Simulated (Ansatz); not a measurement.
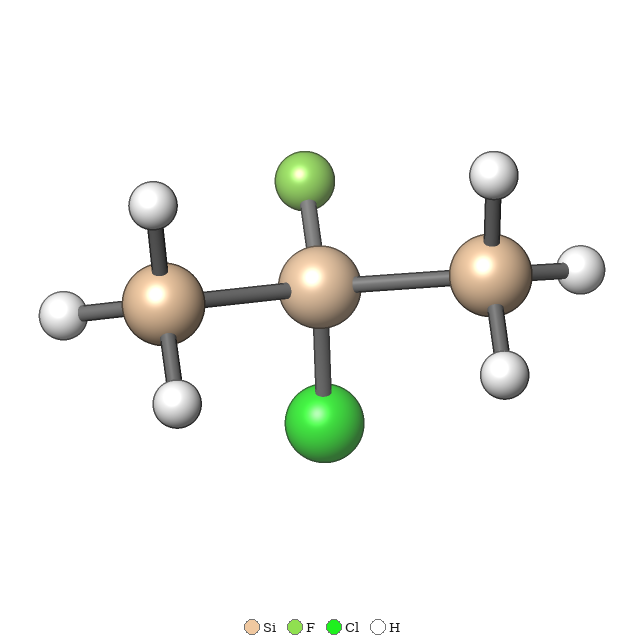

The picture shows a molecular structure as a ball-and-stick model. Every bond is drawn as one stick, whatever its order.

Description:

Formula ClFH6Si3. This geometry has Cs symmetry. Coordination: 3 Si tetrahedral.

More results for the same structure follow; atom numbers are the same in all pictures, views and colours differ. The computed structure is the end point of a PBE0-D4/def2-TZVP optimisation.

## Geometry

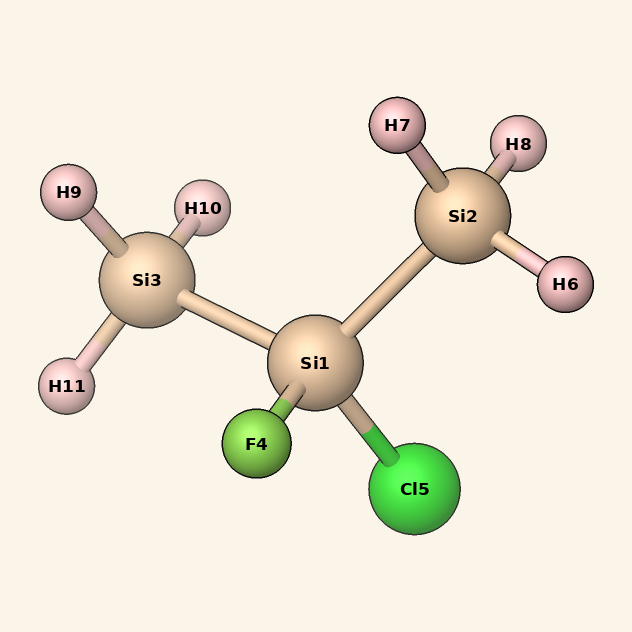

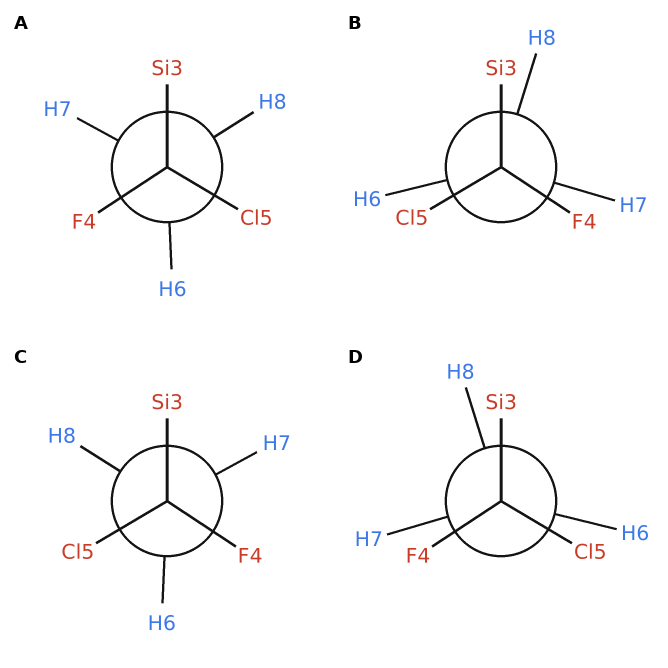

Depth is shown by fading: the farther an atom, the more it takes the colour of the background. Bonds that would overlap in a projection are set slightly apart.

Which Newman projection shows the view along Si1–Si2, with Si1 in front?

C. The torsion angle Cl5–Si1–Si2–H6 is −57°, synclinal (gauche).

## Electronic properties

Properties computed with RKS PBE0-D4/def2-TZVP (Ansatz 0.2.0).

Computed properties:

- dipole moment: 1.58 D
- dispersion correction: −26.5 kJ/mol

## Vibrations

Harmonic vibrations computed with RKS PBE0-D4/def2-TZVP (Ansatz 0.2.0) at a stationary point of the same level.

How many vibrational modes are there, and where do they lie?

27 modes: 84, 84, 94, 107, 127, 195, 228, 351, 420, 487, 501, 529, 556, 582, 850, 855, 892, 927, 932, 933, 936, 2218, 2222, 2233, 2235, 2239, 2240 cm⁻¹.

## Charges

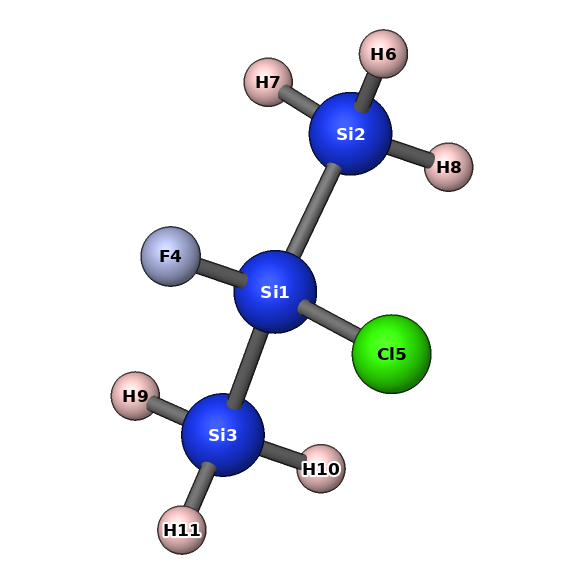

The questions are on Mulliken charges. Level of theory: RKS PBE0-D4/def2-TZVP (Ansatz 0.2.0).

List the Mulliken charges.

```
atom  value (e)
 Si1       0.56
 Si2      −0.02
 Si3      −0.02
  F4      −0.30
 Cl5      −0.22
  H6       0.01
  H7       0.00
  H8       0.00
  H9       0.00
 H10       0.00
 H11       0.01
```

Mulliken values depend strongly on the basis set and can even reverse the polarity of a bond.
